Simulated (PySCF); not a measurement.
# C3H8FNSi: electronic excitations at several levels of theory

How much do the electronic excitations of C3H8FNSi (`C=C(F)[SiH2]NC`) depend on the level of theory, and what does each level cost?

Programs: PySCF 2.14.0, with density-fitted response routines of our own. Each step states its level of theory. These are calculated values for one molecule in the gas phase, unless marked as measured. Atoms count from 0, in the outputs and in this text.

## Step 1: The molecule as given

14 atoms, charge 0, multiplicity 1; geometry from: GFN2-xTB. The atoms were then displaced at random by about 0.01 Å, so the start is not that level's minimum.

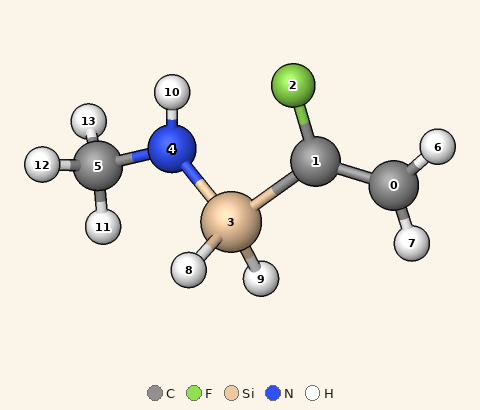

As it starts; carbon grey, fluorine green, silicon light orange, nitrogen blue, hydrogen white, atoms numbered.

## Step 2: Optimising the geometry at PBE0-D3(BJ)/def2-SVP

Job settings and geometry (Å):

```
{"job": {"xc": "PBE0", "basis": "def2-SVP", "d3": "d3bj", "grid": 1, "shake": 0.01, "kind": "geom"}, "charge": 0, "multiplicity": 1}
C      2.914380    -0.116920     0.057330
C      1.654630     0.350330    -0.091370
F      1.381960     1.179870    -1.151910
Si     0.203730     0.020250     1.027480
N     -1.151410    -0.021080    -0.068390
C     -2.521660    -0.231070     0.335210
H      3.698310     0.168320    -0.625950
H      3.148040    -0.738680     0.865710
H      0.136240     1.059550     2.099870
H      0.294410    -1.304130     1.663940
H     -1.091630     0.517910    -0.902880
H     -2.527000    -0.892210     1.210690
H     -3.058790     0.703800     0.598360
H     -3.088370    -0.711020    -0.465780
```

Launch:

```bash
OMP_NUM_THREADS=1 python probes_run.py task.json out
```

The driver reads the jobs from task.json and runs them one after another.

Log:

```text
step   0  E = -562.48374725  max force = 0.036527
step   1  E = -562.48832866  max force = 0.007216
step   2  E = -562.48866062  max force = 0.001857
step   3  E = -562.48871107  max force = 0.001479
step   4  E = -562.48872520  max force = 0.001271
step   5  E = -562.48874594  max force = 0.000459
step   6  E = -562.48875683  max force = 0.000379
optimisation converged
```

Wall time 29 s (1 thread of Intel Xeon 6975P-C, shared host); peak memory 0.5 GiB.

Along the way:

```
step  energy from step 0 (eV)  largest force component (eV/Å)
   0                   0.0000                          1.8783
   1                  -0.1247                          0.3711
   2                  -0.1337                          0.0955
   3                  -0.1351                          0.0761
   4                  -0.1355                          0.0654
   5                  -0.1360                          0.0236
   6                  -0.1363                          0.0195
```

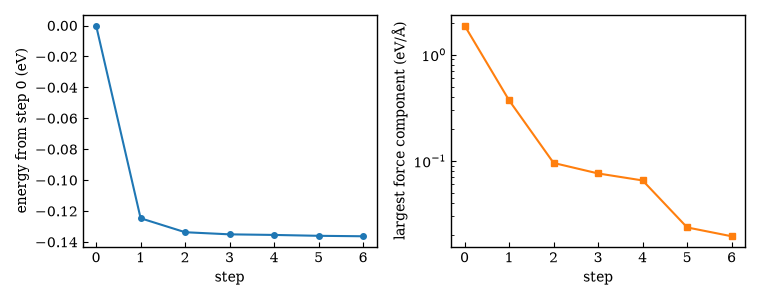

Energy and largest force along the relaxation.

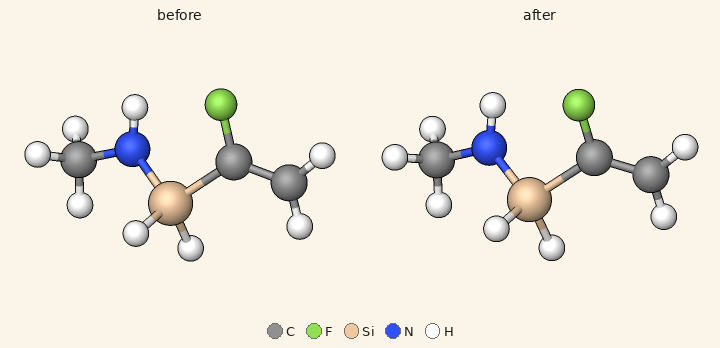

Before and after, at one scale.

Close pairs (by a distance rule), those that changed most:

```
  bond  before (Å)  after (Å)  change (Å)
 C0–H7       1.046      1.091      +0.045
C1–Si3       1.862      1.887      +0.026
Si3–H9       1.472      1.494      +0.022
 C1–F2       1.374      1.352      -0.021
 C0–C1       1.352      1.331      -0.020
N4–H10       0.995      1.015      +0.020
Si3–N4       1.743      1.725      -0.019
 C0–H6       1.078      1.094      +0.015
```

The final coordinates are the input of the step that follows.

```
                         at the end point                value
  point group (found at 0.08 Å tolerance)                   C1
rotational constants (GHz, main isotopes)  6.035, 1.504, 1.306
                        dipole moment (D)                 0.93
```

## Step 3: Excited states and response: PBE0/def2-TZVP

Job settings and geometry (Å):

```
{"job": {"kind": "uv", "xc": "PBE0", "basis": "def2-TZVP"}, "charge": 0, "multiplicity": 1}
C      2.859103    -0.248417    -0.104613
C      1.682228     0.374047    -0.121698
F      1.459111     1.351160    -1.029802
Si     0.211733     0.076544     1.023255
N     -1.170737     0.046973    -0.007372
C     -2.525676    -0.205425     0.416488
H      3.655985     0.022634    -0.802949
H      3.039596    -1.047696     0.616438
H      0.196707     1.149623     2.075123
H      0.395460    -1.227715     1.728534
H     -1.090174     0.585972    -0.863529
H     -2.529739    -0.902302     1.270158
H     -3.076031     0.700791     0.736837
H     -3.113138    -0.686750    -0.383350
```

With the program's defaults for keys left out, this is: TDDFT PBE0/def2-TZVP, vertical, gas phase, core orbitals frozen in the response.

Log:

```text
coarse grid: 11992 points
cycle   1  E = -562.8457363176  dE =  4.535e-01  |g| = 5.576e-01  |ddm| = 2.723e+00
cycle   2  E = -562.7967251656  dE =  4.901e-02  |g| = 7.653e-01  |ddm| = 8.448e-01
cycle   3  E = -562.9038394220  dE = -1.071e-01  |g| = 7.993e-02  |ddm| = 5.189e-01
cycle   4  E = -562.9051024654  dE = -1.263e-03  |g| = 2.856e-02  |ddm| = 7.394e-02
cycle   5  E = -562.9052973905  dE = -1.949e-04  |g| = 6.957e-03  |ddm| = 2.375e-02
cycle   6  E = -562.9053054910  dE = -8.101e-06  |g| = 3.553e-03  |ddm| = 6.839e-03
cycle   7  E = -562.9053085040  dE = -3.013e-06  |g| = 4.970e-04  |ddm| = 2.294e-03
final grid: 111128 points
cycle   8  E = -562.8971923703  dE = -5.137e-05  |g| = 7.617e-03  |ddm| = 3.922e-02
cycle   9  E = -562.8971843669  dE =  8.003e-06  |g| = 9.796e-03  |ddm| = 1.124e-02
cycle  10  E = -562.8972052551  dE = -2.089e-05  |g| = 1.221e-03  |ddm| = 6.384e-03
cycle  11  E = -562.8972055188  dE = -2.637e-07  |g| = 2.959e-04  |ddm| = 9.845e-04
cycle  12  E = -562.8972055338  dE = -1.501e-08  |g| = 1.177e-04  |ddm| = 2.445e-04
cycle  13  E = -562.8972055370  dE = -3.160e-09  |g| = 3.386e-05  |ddm| = 8.823e-05
cycle  14  E = -562.8972055373  dE = -2.742e-10  |g| = 5.368e-06  |ddm| = 2.601e-05
converged SCF energy = -562.8972055373

Static polarisability (au): isotropic 71.046, principal 57.590 63.479 92.068

Singlet excitations
state   eV       nm        f      main configurations
  1   5.3927    229.9   0.00196   H->L 0.94
  2   6.0559    204.7   0.01636   H->L+1 0.93
  3   6.6019    187.8   0.00471   H->L+2 0.98
  4   6.8077    182.1   0.18741   H-1->L 0.64, H-1->L+1 0.31
  5   7.1448    173.5   0.15039   H-1->L+1 0.50, H-1->L 0.23, H-1->L+2 0.19
  6   7.2301    171.5   0.00569   H-2->L 0.91
  7   7.3965    167.6   0.01758   H->L+3 0.54, H->L+4 0.36
  8   7.4993    165.3   0.08329   H-1->L+2 0.73, H-1->L+1 0.13
  9   7.6159    162.8   0.06970   H->L+4 0.51, H->L+3 0.40
 10   7.8567    157.8   0.00083   H->L+5 0.84, H->L+4 0.11

Triplet excitations (Tamm-Dancoff, eV): 4.1498 5.2026 5.7625 6.3986
```

Run time: 24 s. Hardware: 1 thread of Intel Xeon 6975P-C, shared host; peak memory 0.91 GiB.

Frontier orbitals and where they lie:

```
orbital     eV                       atoms
 HOMO−3  -9.73  Si3 40 %, H9 26 %, H8 15 %
 HOMO−2  -9.19  C1 31 %, Si3 23 %, F2 20 %
 HOMO−1  -7.64   C0 46 %, C1 33 %, F2 12 %
   HOMO  -6.83  N4 57 %, Si3 14 %, C5 11 %
   LUMO  -0.27  C0 38 %, C1 29 %, Si3 21 %
 LUMO+1   0.57   Si3 46 %, C1 9 %, H10 8 %
 LUMO+2   1.16   Si3 57 %, C1 10 %, H9 6 %
```

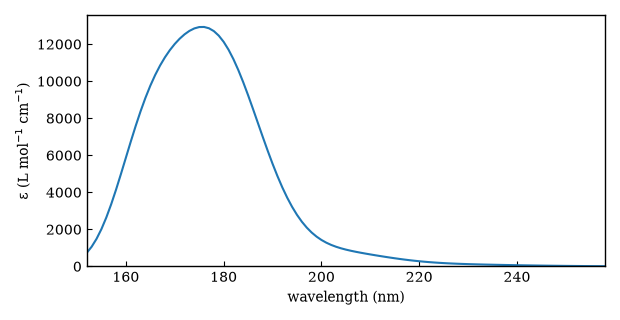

Absorption spectrum: each of the 10 states is a Gaussian band of 0.4 eV half-width at 1/e. Beyond the last state computed it falls off for lack of states.

Further results of this job:

```
           property  computed
  dipole moment (D)      0.90
polarisability (Å³)     10.53
 HOMO–LUMO gap (eV)      6.56
      −ε(HOMO) (eV)      6.83
```

## Step 4: Ultraviolet spectrum: PBE0/aug-cc-pVDZ

Same as in step 3 but for these lines:

```diff
@@ -1,2 +1,2 @@
-{"job": {"kind": "uv", "xc": "PBE0", "basis": "def2-TZVP"}, "charge": 0, "multiplicity": 1}
+{"job": {"kind": "uv", "xc": "PBE0", "basis": "aug-cc-pVDZ"}, "charge": 0, "multiplicity": 1}
 C      2.859103    -0.248417    -0.104613
```

With the program's defaults for keys left out, this is: TDDFT PBE0/aug-cc-pVDZ, vertical, gas phase, core orbitals frozen in the response.

Log:

```text
coarse grid: 11992 points
cycle   1  E = -562.7386985645  dE =  5.000e-01  |g| = 5.090e-01  |ddm| = 8.891e+00
cycle   2  E = -562.6921347725  dE =  4.656e-02  |g| = 7.037e-01  |ddm| = 1.982e+00
cycle   3  E = -562.7919554085  dE = -9.982e-02  |g| = 7.189e-02  |ddm| = 1.057e+00
cycle   4  E = -562.7931137485  dE = -1.158e-03  |g| = 2.417e-02  |ddm| = 1.891e-01
cycle   5  E = -562.7932602060  dE = -1.465e-04  |g| = 6.430e-03  |ddm| = 7.588e-02
cycle   6  E = -562.7932665527  dE = -6.347e-06  |g| = 3.756e-03  |ddm| = 1.517e-02
cycle   7  E = -562.7932701451  dE = -3.592e-06  |g| = 3.248e-04  |ddm| = 6.434e-03
final grid: 111128 points
cycle   8  E = -562.8044851901  dE = -2.222e-05  |g| = 7.895e-03  |ddm| = 1.299e-01
cycle   9  E = -562.8044748014  dE =  1.039e-05  |g| = 1.070e-02  |ddm| = 3.600e-02
cycle  10  E = -562.8045003078  dE = -2.551e-05  |g| = 1.157e-03  |ddm| = 1.789e-02
cycle  11  E = -562.8045005811  dE = -2.733e-07  |g| = 1.675e-04  |ddm| = 2.317e-03
cycle  12  E = -562.8045005850  dE = -3.905e-09  |g| = 9.257e-05  |ddm| = 4.222e-04
cycle  13  E = -562.8045005870  dE = -2.025e-09  |g| = 2.923e-05  |ddm| = 1.983e-04
cycle  14  E = -562.8045005873  dE = -2.185e-10  |g| = 5.105e-06  |ddm| = 6.333e-05
converged SCF energy = -562.8045005873

Static polarisability (au): isotropic 76.235, principal 63.478 68.047 97.181

Singlet excitations
state   eV       nm        f      main configurations
  1   5.2662    235.4   0.00068   H->L 0.87, H->L+1 0.08
  2   5.5980    221.5   0.00698   H->L+1 0.84, H->L 0.11
  3   6.0558    204.7   0.00397   H->L+2 0.70, H->L+3 0.12
  4   6.1612    201.2   0.03210   H->L+3 0.80, H->L+2 0.12
  5   6.4589    192.0   0.01697   H->L+4 0.48, H->L+5 0.29, H->L+6 0.10
  6   6.5592    189.0   0.03450   H->L+5 0.63, H->L+4 0.27
  7   6.6060    187.7   0.03668   H-1->L+1 0.52, H-1->L 0.31
  8   6.6825    185.5   0.06941   H-1->L+2 0.57, H-1->L 0.16
  9   6.6958    185.2   0.00626   H->L+6 0.48, H->L+7 0.23, H-1->L+2 0.14
 10   6.9004    179.7   0.21781   H-1->L 0.41, H-1->L+2 0.23, H-1->L+1 0.16

Triplet excitations (Tamm-Dancoff, eV): 4.1584 5.0713 5.4534 5.9304
```

It took 21 s on 1 thread of Intel Xeon 6975P-C, shared host; peak memory 0.87 GiB.

This run: HOMO -6.79 eV, LUMO -0.36 eV; lowest singlet 5.27 eV.

## Step 5: TDDFT and polarisability: PBE0/6-31+G*

Same as in step 4 but for these lines:

```diff
@@ -1,2 +1,2 @@
-{"job": {"kind": "uv", "xc": "PBE0", "basis": "aug-cc-pVDZ"}, "charge": 0, "multiplicity": 1}
+{"job": {"kind": "uv", "xc": "PBE0", "basis": "6-31+G*"}, "charge": 0, "multiplicity": 1}
 C      2.859103    -0.248417    -0.104613
```

Method: TDDFT PBE0/6-31+G*, vertical, gas phase, core orbitals frozen in the response.

Log:

```text
coarse grid: 11992 points
cycle   1  E = -562.7539254820  dE =  4.788e-01  |g| = 4.996e-01  |ddm| = 3.659e+00
cycle   2  E = -562.7123492555  dE =  4.158e-02  |g| = 6.796e-01  |ddm| = 1.456e+00
cycle   3  E = -562.8065266055  dE = -9.418e-02  |g| = 6.929e-02  |ddm| = 9.752e-01
cycle   4  E = -562.8075797559  dE = -1.053e-03  |g| = 2.363e-02  |ddm| = 1.354e-01
cycle   5  E = -562.8077199626  dE = -1.402e-04  |g| = 6.190e-03  |ddm| = 3.403e-02
cycle   6  E = -562.8077260189  dE = -6.056e-06  |g| = 3.674e-03  |ddm| = 1.036e-02
cycle   7  E = -562.8077294791  dE = -3.460e-06  |g| = 3.104e-04  |ddm| = 4.196e-03
final grid: 111128 points
cycle   8  E = -562.7617262506  dE = -1.772e-05  |g| = 8.270e-03  |ddm| = 5.287e-02
cycle   9  E = -562.7617144994  dE =  1.175e-05  |g| = 1.138e-02  |ddm| = 2.319e-02
cycle  10  E = -562.7617426195  dE = -2.812e-05  |g| = 1.165e-03  |ddm| = 1.171e-02
cycle  11  E = -562.7617429039  dE = -2.844e-07  |g| = 1.740e-04  |ddm| = 1.447e-03
cycle  12  E = -562.7617429076  dE = -3.776e-09  |g| = 1.087e-04  |ddm| = 3.179e-04
cycle  13  E = -562.7617429106  dE = -2.960e-09  |g| = 2.392e-05  |ddm| = 1.295e-04
cycle  14  E = -562.7617429107  dE = -1.412e-10  |g| = 4.860e-06  |ddm| = 5.188e-05
converged SCF energy = -562.7617429107

Static polarisability (au): isotropic 69.056, principal 57.459 61.070 88.640

Singlet excitations
state   eV       nm        f      main configurations
  1   5.3056    233.7   0.00085   H->L 0.89, H->L+1 0.09
  2   5.7836    214.4   0.01237   H->L+1 0.88, H->L 0.10
  3   6.1491    201.6   0.00501   H->L+2 0.81, H->L+3 0.12
  4   6.4034    193.6   0.03735   H->L+3 0.86, H->L+2 0.11
  5   6.6616    186.1   0.10244   H-1->L 0.48, H-1->L+1 0.40
  6   6.7463    183.8   0.00953   H->L+4 0.86
  7   6.7947    182.5   0.04384   H-1->L+2 0.71, H-1->L+1 0.14
  8   6.9946    177.3   0.21903   H-1->L 0.23, H->L+6 0.21, H-1->L+1 0.18
  9   7.0271    176.4   0.00746   H->L+5 0.59, H->L+7 0.20, H->L+6 0.08
 10   7.0698    175.4   0.04997   H->L+6 0.59, H-1->L 0.12

Triplet excitations (Tamm-Dancoff, eV): 4.1584 5.1134 5.6063 6.0300
```

It took 10 s on 1 thread of Intel Xeon 6975P-C, shared host; peak memory 0.69 GiB.

This run: HOMO -6.80 eV, LUMO -0.32 eV; lowest singlet 5.31 eV.

## Step 6: Comparing the runs: electronic excitations

Excitations and ground-state properties, with basis size and wall time:

```
             run  lowest singlet (eV)  brightest (eV)      f  gap (eV)  α (Å³)  μ (D)  functions  time
  PBE0/def2-TZVP                 5.39            6.81  0.187      6.56   10.53   0.90        240  24 s
PBE0/aug-cc-pVDZ                 5.27            6.90  0.218      6.43   11.30   0.91        214  21 s
    PBE0/6-31+G*                 5.31            6.99  0.219      6.48   10.23   0.97        128  10 s
```

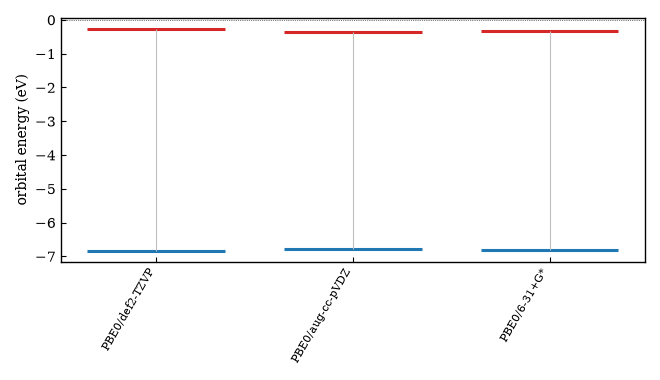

HOMO (blue) and LUMO (red) run by run.

## Step 7: What came out

| quantity | value |
| --- | --- |
| point group | C1 |
| rotational constants (main isotopes) | 6.03, 1.50, 1.31 GHz |
| lowest singlet (PBE0/def2-TZVP) | 5.39 eV (230 nm), f = 0.002 |
| brightest single state of those computed | state 4, 6.81 eV, f = 0.187 |
| lowest triplet | 4.15 eV |
| range of the lowest singlet | 5.27 to 5.39 eV |

In words: Single values in the summary come from the first sound run of each kind (PBE0/def2-TZVP), which need not be the best level. The start of the PBE0/def2-SVP relaxation was shaken at random by about 0.01 Å, so part of the energy gained, and of the first lengths quoted, undoes that. Over 6 steps the energy fell by 0.136 eV; of the close pairs, C0–H7 changed most, 1.046 to 1.091 Å. No frequency check was run at this level, so the end point may be a saddle. The lowest singlet, at 5.39 eV, is HOMO→LUMO 0.94 and is weak; of the 10 states computed, the strongest absorption comes from state 4 at 6.81 eV. The lowest triplet lies 1.24 eV below the lowest singlet (triplets in Tamm-Dancoff, singlets in full TDDFT). The basis of PBE0/def2-TZVP has no diffuse functions, so Rydberg states are missing and the high states are unreliable. The lowest singlet runs from 5.27 eV (PBE0/aug-cc-pVDZ) to 5.39 eV (PBE0/def2-TZVP), while the orbital gap spans 6.43 to 6.56 eV. The lowest state need not be the same one in every run.
